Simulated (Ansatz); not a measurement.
Calculation: PBE (plane waves to 420 eV, PAW; Ansatz, a program for electronic structure).

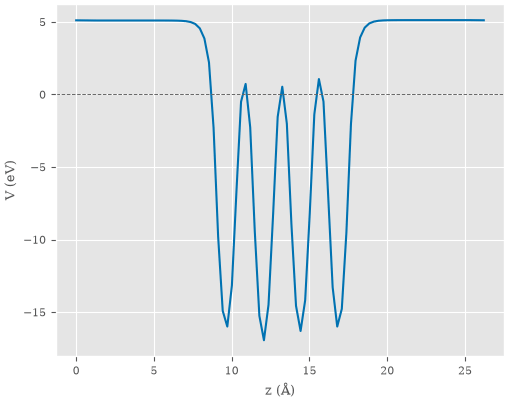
Planar average of the electrostatic potential across the slab, in eV from the Fermi level, for Mo on a Au site (middle of the slab) in a 3x3 cell of the 1x1 (111) surface of fcc Au (the real clean face reconstructs)

Set-up: 36 atoms, 7.2 Å thick at the start (thin: gaps and levels are the slab's own); mesh 4x4x1; 0.1 eV smearing; dipole correction on; 9 atoms held, the rest relaxed; start symmetry kept, larger cells not searched; no spin, no spin-orbit, no U.

The vacuum level lies 5.12 eV above the Fermi level over the top face and 5.09 eV above it under the bottom face.
